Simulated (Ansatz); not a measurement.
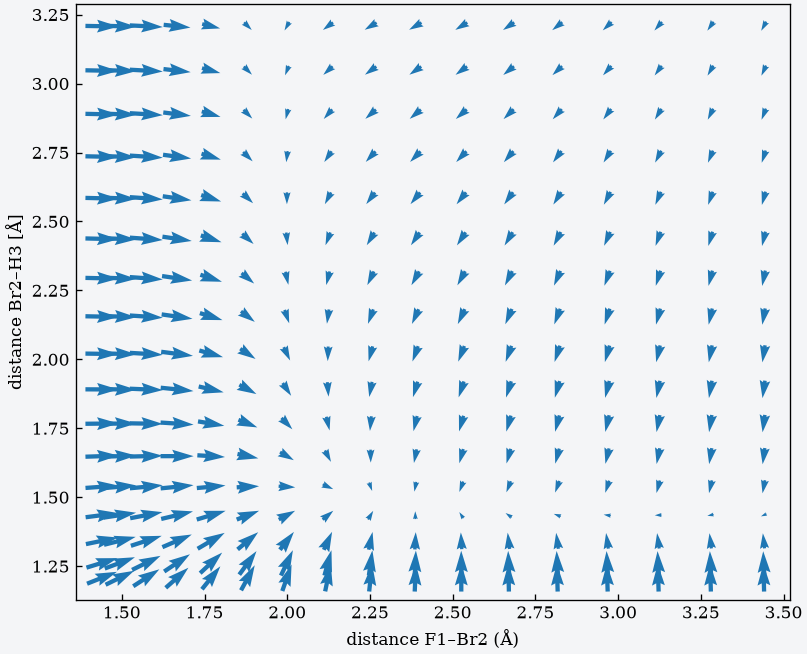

The system F⁻ + BrH. First axis: distance F1–Br2. Second axis: distance Br2–H3. Nothing is relaxed (the angle F1–Br2–H3 is fixed at 180 degrees). Grid: 17 × 17 points. Points are written as (first, second). The reference is spin-restricted, so regions where a bond is pulled apart into radicals lie too high. These are results of RKS PBE0-D4/def2-TZVPD (Ansatz 0.2.0), not measurements.

Drawn: arrows along the force (downhill), their lengths compressed.

Question: The arrows alone are given. Where is the energy lowest?

Answer: The arrows converge at about (2.360 Å, 1.471 Å) (read from the interpolated surface).

The energy map of the same scan:

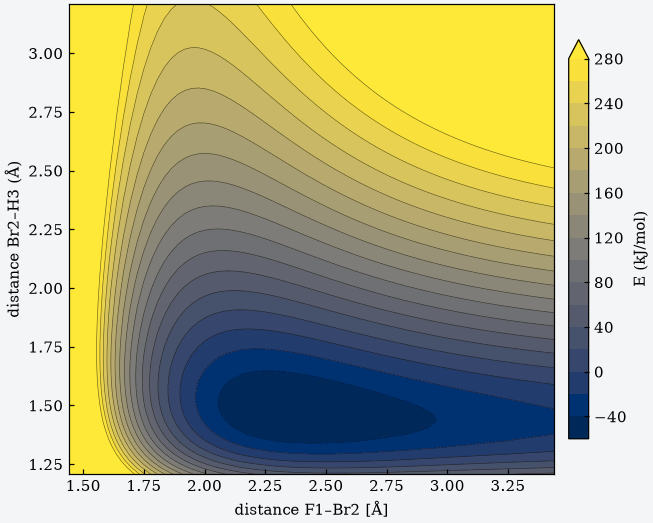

Energies are in kJ/mol, from F with charge -1 far from the relaxed BrH (each part in its own basis); between grid points the surface is interpolated.
